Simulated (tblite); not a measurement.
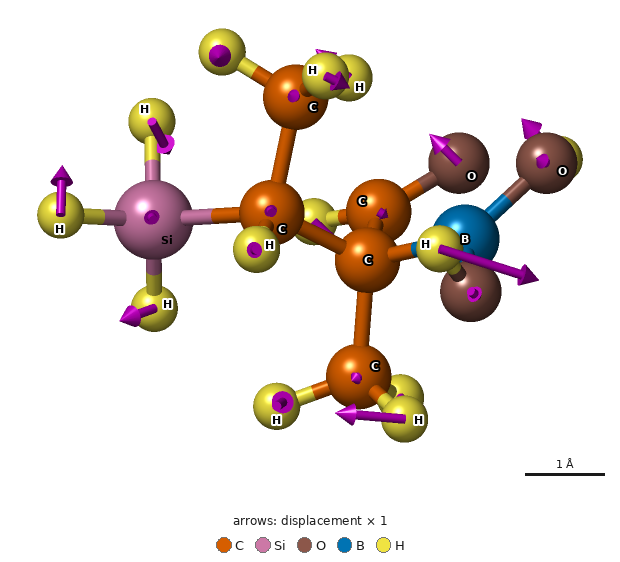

This is a relaxation of C5H13BO3Si. The starting structure is drawn; purple arrows show the displacements, at their true length. The two geometries are superimposed by the best rigid fit.

Style: ball-and-stick. Shown from a free direction.

The calculation used tblite, GFN2-xTB geometry optimisation, gas phase. 

**Describe the change and its energy.**

The energy falls by 42.9 kcal/mol in 169 geometry steps. The largest move after the best rigid fit is that of an H atom, 1.38 Å. By element the largest moves are H 1.38 Å, O 0.54 Å, Si 0.21 Å, C 0.15 Å, B 0.06 Å. Near-neighbour distances that change, for instance: B–O 1.458 → 1.347 Å, B–C 1.584 → 1.637 Å, C–Si 1.862 → 1.913 Å, H–O 1.005 → 0.958 Å. Among the angles between lasting bonds that change: C–C–H 111.9° → 105.0°, H–C–H 114.6° → 108.2°, C–C–C 105.6° → 111.9°. Groups turn about B–O by about 85°, C–C by about 40°, C–C by about 40°.
